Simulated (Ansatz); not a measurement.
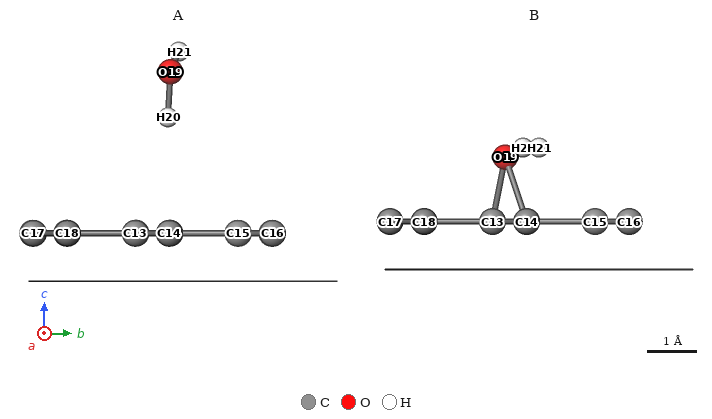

Two geometries of a slab of composition H$_{2}$C$_{18}$O, drawn at one scale. One is the start of a relaxation, the other its converged end. The picture is a ball-and-stick view of the cell of the calculation, outlined in the plane, without the vacuum (origin shifted), seen along the a axis.

Computed with Ansatz, DFT PBEsol, scalar-relativistic, plane waves, PAW. Set-up: plane-wave cutoff 420 eV; k-point mesh 2 × 2 × 1; occupations gaussian; smearing width 0.05 eV; no spin polarisation; atoms relaxed in a fixed cell; force threshold 0.03 eV/Å; at most 60 steps.

Question: Which geometry has the lower energy?

Answer: Structure A is the relaxed one. It is H2O on graphene monolayer, set down by a guess. The run prepares an end point of a later path (molecule hop) calculation, from a guessed geometry. Over 30 accepted moves (38 points after the start) the energy falls by 7.593 eV per cell of the calculation. Largest force component: 14 eV/Å at the start, 0.022 eV/Å at the end. The line search rejected the trial steps at points 11, 14, 15, 19, 21, 29, 34 of the run. 1 step only repeated the SCF at the same geometry. The forces were under the threshold at step 28, but the run went on from there. The largest move relative to the layer's centre is that of an H atom, 2.01 Å along the normal (+c). Largest moves by element: H 2.01 Å, O 1.89 Å, C 0.25 Å. The cell doesn't change. Among the contacts that change: C–O 1.439 → 3.553 Å, C–O 1.614 → 3.380 Å, C–C 1.424 → 1.441 Å, H–O 0.959 → 0.971 Å. Bonds break: C–O (1.44 → 3.55 Å), C–O (1.61 → 3.38 Å). The run took 2.5 min on 1 thread of AMD EPYC 9B14 (Zen 4), with other jobs on the host, peak memory 0.8 GiB.

Limits of the set-up: the periodic images lie only 7.4 Å apart, so the values are limited by the cell's size.
